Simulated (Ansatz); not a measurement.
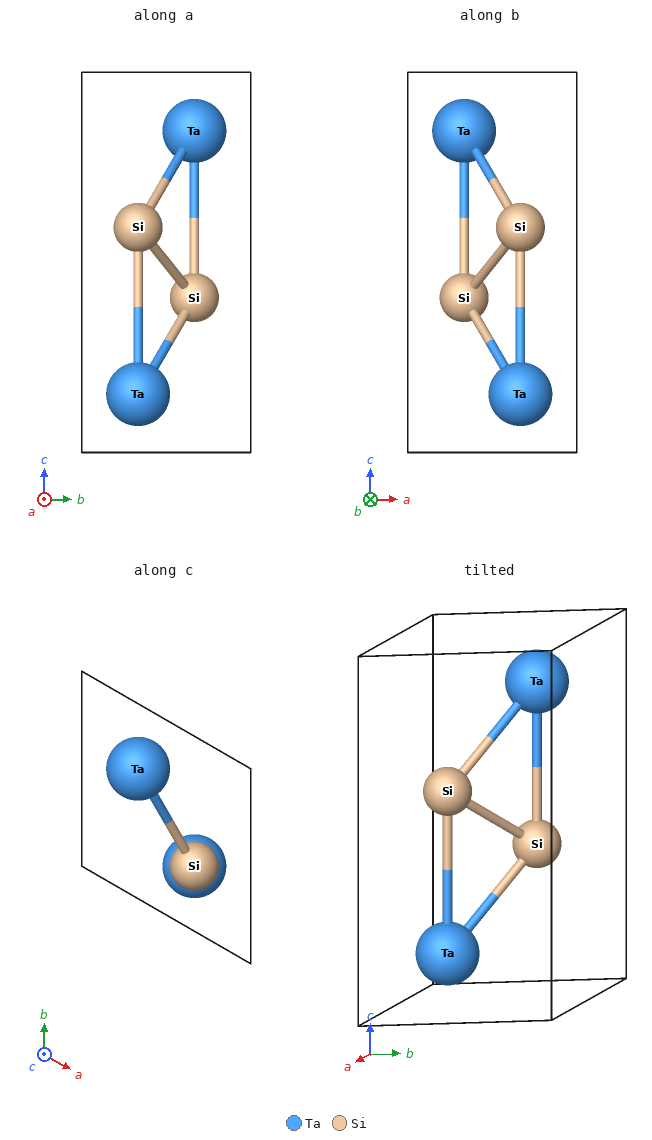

View along the a axis, along the b axis, along the c axis and slightly off an axis, drawn as a ball-and-stick model. One conventional unit cell is outlined, and atoms on its boundary appear in each equivalent place.

Lattice parameters: a = 3.435 Å, b = 3.435 Å, c = 6.696 Å, α = 90.00°, β = 90.00°, γ = 120.00°. Put a along x and b in the xy plane.

### Put the structure into a POSCAR file, with free fractional coordinates to two decimals.

```
Ta Si
1.0
     3.435    0.000    0.000
    -1.717    2.974    0.000
     0.000    0.000    6.696
Ta Si
2 2
Direct
  0.3333 0.6667 0.85
  0.6667 0.3333 0.15
  0.3333 0.6667 0.41
  0.6667 0.3333 0.59
```

Its origin is a structure type filled with these elements by a generator (whether the compound takes this form wasn't checked). Earlier steps of the study may have refined or changed the cell and positions. A calculation with Ansatz used it as input.
